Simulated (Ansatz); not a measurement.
# Sn3O: the cost of one run

Method: DFT PBE, scalar-relativistic, plane waves, PAW, in Ansatz 0.2.0.

### Step 1. The starting structure

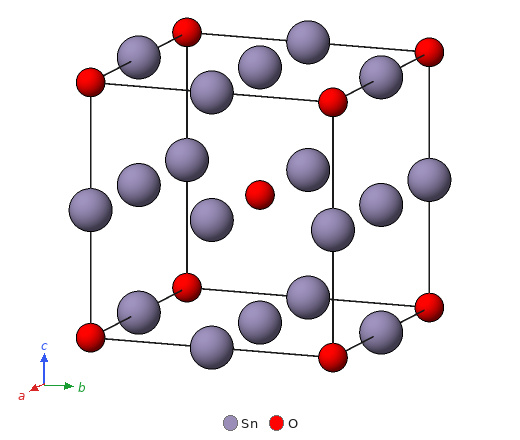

Start, viewed slightly off an axis; tin purple, oxygen red. Atoms on the faces are drawn again on the opposite ones. The cell drawn here is the conventional one.

As a file:

```xyz
4
Lattice="-3.4490 3.4490 3.4490 3.4490 -3.4490 3.4490 3.4490 3.4490 -3.4490" Properties=species:S:1:pos:R:3 pbc="T T T"
Sn    3.4490    0.0000    0.0000
Sn    0.0000    3.4490    0.0000
Sn    0.0000    0.0000    3.4490
O     0.0000    0.0000    0.0000
```

The cell is invented: random cell by space group and Wyckoff sites (Im-3m, No. 229). Lengths come from tabulated atomic sizes and are only a guess.

### Step 2. Probe: one point on a coarse mesh

Contents of input.yaml:

```yaml
crystal:
  lattice:
    - [-3.4489949, 3.4489949, 3.4489949]
    - [3.4489949, -3.4489949, 3.4489949]
    - [3.4489949, 3.4489949, -3.4489949]
  atoms:
    - { symbol: Sn, position: [0.0, 0.5, 0.5] }
    - { symbol: Sn, position: [0.5, 0.0, 0.5] }
    - { symbol: Sn, position: [0.5, 0.5, 0.0] }
    - { symbol: O, position: [0.0, 0.0, 0.0] }
basis:
  ecutwfc: 420
kpoints:
  mp_grid: { grid: [4, 4, 4] }
hamiltonian:
  xc: pbe
scf:
  occupations: { method: gaussian, width: 0.1 }
  lower_state_search: "off"
output:
  forces: true
  stress: true
  eigenvalues: true
```

Run with:

```
$ ansatz run input.yaml --threads 1 --pin off --max-ram 2048MiB --backend cpu --events-out ev --progress --plain --runs-dir out
```

What time and memory should one allow on 1 thread of Arm Neoverse V2, shared host?

About 2.5 s, with a peak of 0.36 GiB.
